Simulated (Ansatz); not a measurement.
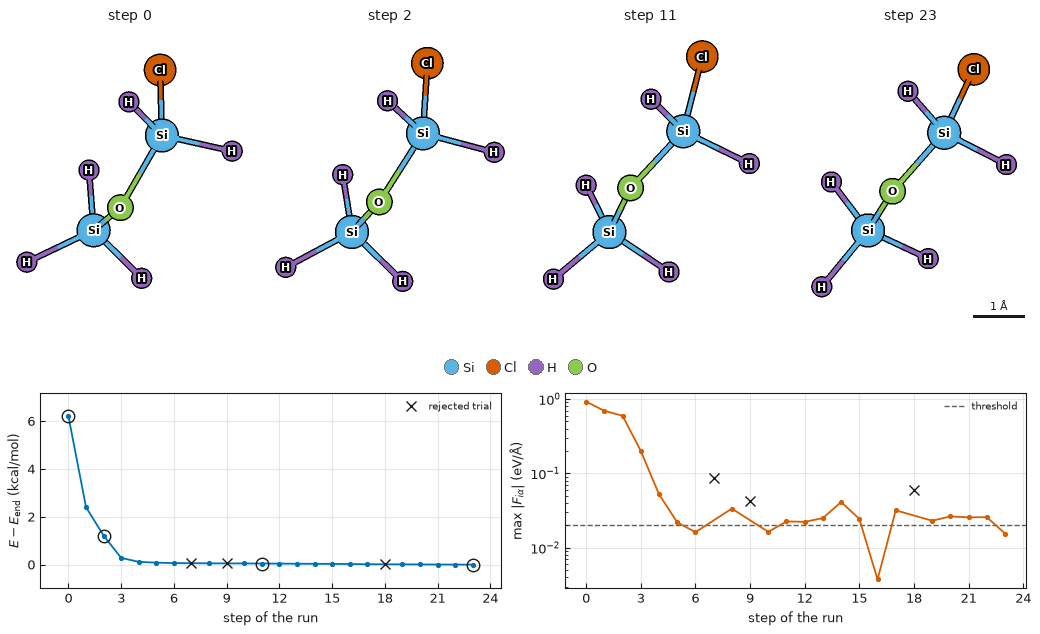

Frames of a relaxation of Si2H5OCl, marked on the history of the run. Style: ball-and-stick. Shown from a free direction.

The run prepares the start of a later molecular dynamics calculation, from a guessed geometry.

Theory: RKS r2SCAN-D4/def2-SVP in Ansatz 0.2.0. Set-up: no spin polarisation; force threshold 0.02 eV/Å; at most 40 steps.

What happens along the run?

Answer. The energy falls by 6.19 kcal/mol in 20 accepted moves (23 points after the start). The largest force component goes from 0.92 to 0.016 eV/Å. The line search rejected the trial steps at points 7, 9, 18 of the run. The forces were under the threshold at step 6, but the run went on from there. The atom that moves furthest after the best rigid fit is an H atom (0.78 Å). By element the largest moves are H 0.78 Å, Cl 0.69 Å, O 0.41 Å, Si 0.13 Å. Near-neighbour distances that change, for instance: Cl–Si 2.130 → 2.075 Å, O–Si 1.679 → 1.644 Å, H–Si 1.460 → 1.488 Å, O–Si 1.680 → 1.670 Å. Bond angles that change, for instance: Si–O–Si 125.0° → 143.3°, H–Si–H 109.5° → 111.9°, O–Si–H 109.5° → 107.4°. Groups turn about O–Si by about 45°. The run took 77 s on 2 threads of Arm Neoverse V1, on a shared host, peak memory 0.15 GiB. From step 0 to 2: the Cl atom moves most (0.26 Å), energy −4.98 kcal/mol. From step 2 to 11: an H atom moves most (0.41 Å), energy −1.17 kcal/mol. From step 11 to 23: Cl and H atoms move most (0.35 Å), energy −0.05 kcal/mol.
